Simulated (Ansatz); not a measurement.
# C₂H₄BrFSi: a ladder of functionals and wavefunction methods

How much do the methods differ for C₂H₄BrFSi? The plan is to run it at one geometry with functionals of several rungs and with coupled cluster, and see how far each lands from CCSD(T) at the basis-set limit for the atomisation energy.

The runs use Ansatz 0.2.0, Gaussian basis; functionals in def2-TZVPP, the program's frozen cores in correlated methods.

Levels to be run: PBE-D4, r2SCAN-D4, PBE0-D4, B3LYP-D4, ωB97X-V, ωB97M-V, B2PLYP; CCSD(T)/def2-TZVPP; MP2/def2-QZVPP; extrapolation to the limit.

## (1) The relaxed structure

All runs share one geometry, relaxed beforehand with PBE0-D4 in a triple-zeta def2 set.

SMILES `F[Si]1(Br)CC1`, 9 atoms, charge 0, spin multiplicity 1.

Atoms are counted from 1 here; the program's logs count them from 0.

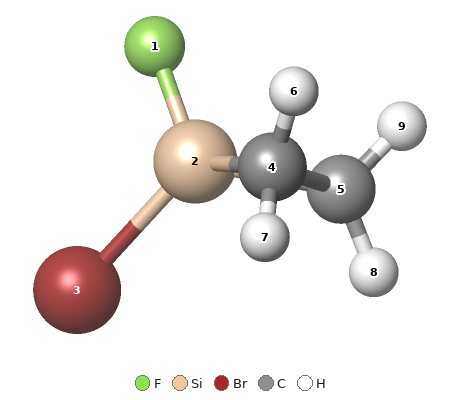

The geometry (fluorine green, silicon light orange, bromine red, carbon grey, hydrogen white); atoms are numbered from 1 in the order of the file.

## (2) PBE-D4 (GGA)

File in.yaml:

```yaml
crystal:
  periodic: [false, false, false]
  atoms:
    - {symbol: F, position_ang: [1.094514, 2.057341, -0.216430]}
    - {symbol: Si, position_ang: [0.852338, 0.489352, -0.257153]}
    - {symbol: Br, position_ang: [2.675054, -0.488713, -0.973342]}
    - {symbol: C, position_ang: [-0.795151, -0.176490, -0.583107]}
    - {symbol: C, position_ang: [-0.268571, -0.297029, 0.921395]}
    - {symbol: H, position_ang: [-1.639846, 0.492748, -0.717696]}
    - {symbol: H, position_ang: [-0.924966, -1.117879, -1.107232]}
    - {symbol: H, position_ang: [-0.091121, -1.308512, 1.272407]}
    - {symbol: H, position_ang: [-0.813751, 0.302882, 1.644158]}
basis:
  gaussian: {orbitals: def2-TZVPP}
hamiltonian: {xc: pbe, dispersion: d4}
output: {forces: true, orbitals: {seedname: orbitals}}
```

Command:

```console
ansatz run in.yaml --threads 4 --pin off --events-out ev --progress --plain --max-ram 10444MiB
```

After this run come: r2SCAN-D4 (meta-GGA); PBE0-D4 (hybrid); B3LYP-D4 (hybrid); ωB97X-V (range-separated); ωB97M-V (range-separated); B2PLYP (double hybrid); CCSD(T) in def2-TZVPP; MP2 in def2-QZVPP.

Q: Predict the results of all the runs planned. Wanted: atomisation energy, CCSD(T)/CBS; farthest; mean size of error, hybrid; mean size of error, range-separated; gap, smallest and largest; T1 diagnostic; triples share of the correlation energy.

**Answer**, as computed:

| quantity | value |
| --- | --- |
| atomisation energy, CCSD(T)/CBS | 35.781 eV |
| functionals within 0.358 eV (1.0 %) | r2SCAN-D4, PBE0-D4, B3LYP-D4, ωB97X-V, ωB97M-V |
| farthest | PBE-D4 (+0.651 eV) |
| mean size of error, hybrid | 0.200 eV |
| mean size of error, range-separated | 0.017 eV |
| gap, smallest and largest | 5.03 eV (PBE-D4), 11.75 eV (ωB97X-V) |
| T1 diagnostic | 0.0094 |
| triples share of the correlation energy | 3.6 % |

In words: PBE-D4 is off by +0.651 eV. Double hybrids carry the basis error of their MP2 part in triple zeta, and no dispersion term here, so their miss is partly the set-up's. The reference freezes the cores and leaves out relativity and excitations past (T), and its outer-core shells are covered unevenly, so misses under about 0.358 eV can't be ranked. All levels share the lack of spin-orbit coupling, which lowers the free heavy atoms and so the true binding. Hartree-Fock recovers 74 % of the binding; the rest is correlation. The gap grows from 5.0 to 11.7 eV across the functionals, mostly with the share of exact exchange. Correlated methods include outer-core shells of Br, which these sets cover unevenly.
